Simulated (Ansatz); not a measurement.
What a tighter setting buys: vacuum between outermost atoms (Å), a sheet of CuO (4 atoms in the cell)

```
CuO
1.0
    2.60249     0.00000     0.00000
    0.00000     3.07437     0.00000
    0.00000     0.00000    15.87713
Cu O
2 2
Cartesian
  1.95187   2.68177   8.87713
  0.65062   1.14459   7.00001
  0.65062   1.54426   8.66872
  1.95187   0.00707   7.20841
```

Method: revPBE, default PAW files made with PBE (plane waves; Ansatz, an electronic-structure program).

Base settings: basis.ecutwfc = 420 eV; kpoints.mp_grid.grid = 7 6 1; hamiltonian.xc = revpbe; hamiltonian.pseudopotentials = {kind: paw} (the program's default PAW files); scf.occupations.method = methfessel_paxton; scf.occupations.width = 0.272 eV.

Misses are taken against the tightest run, 28.0, which need not be fully converged itself. The energy is the free energy per atom.

The count of work is k-points × plane waves × bands × iterations; it is no time, and leaves out set-up, grids and terms that scale otherwise. 

The starting cell was generated: these elements placed on a structure prototype, without a prior relaxation; it need not be a known phase or ordering of this composition. Its lattice was rescaled in the plane by a random factor within 2.5 % of one. Spin polarisation is off, so a magnetic state, if there is one, cannot be reached. In the base run, forces exceed 1 eV/Å. Without a gap this mesh is coarse (it stands for a supercell whose shortest in-plane vector is 18 Å).

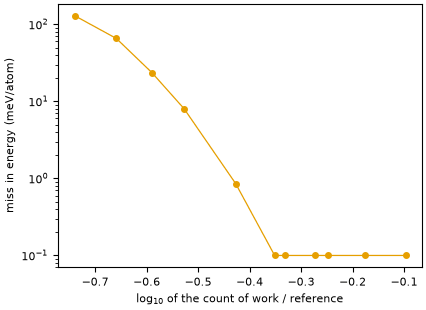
Figure. Miss against the count of work; the reference run is not drawn, and misses under 0.1 meV/atom are drawn there.

```
vacuum between outermost atoms (Å)  energy less reference (meV/atom)  largest difference in the force on any atom (eV/Å)  count of work / reference
----------------------------------  --------------------------------  --------------------------------------------------  -------------------------
3.0                                                          -129.60                                               1.039                       0.18
4.0                                                           -65.58                                               0.454                       0.22
5.0                                                           -23.60                                               0.158                       0.26
6.0                                                            -8.04                                               0.054                       0.30
8.0                                                            -0.86                                               0.007                       0.37
10.0                                                           -0.09                                               0.001                       0.45
12.0                                                            0.00                                               0.000                       0.47
14.0                                                            0.00                                               0.000                       0.53
15.0                                                            0.05                                               0.001                       0.57
18.0                                                            0.02                                               0.000                       0.67
22.0                                                            0.01                                               0.000                       0.80
28.0                                                            0.00                                               0.000                        1.0
```

Coarsest setting among those run that, with all tighter ones, holds the energy within 20 meV/atom of the reference: 6.0, off by 8.0 meV/atom; it needs 0.30 of the reference's count of work.

Coarsest setting among those run that, with all tighter ones, holds the energy within 5 meV/atom of the reference: 8.0, off by 0.86 meV/atom; it needs 0.37 of the reference's count of work.

The step from 4.0 to 18.0: it takes the miss in the energy from 66 to 0.02 meV/atom, for 3.0 times the count of work.

Keys are those of Ansatz 0.2.
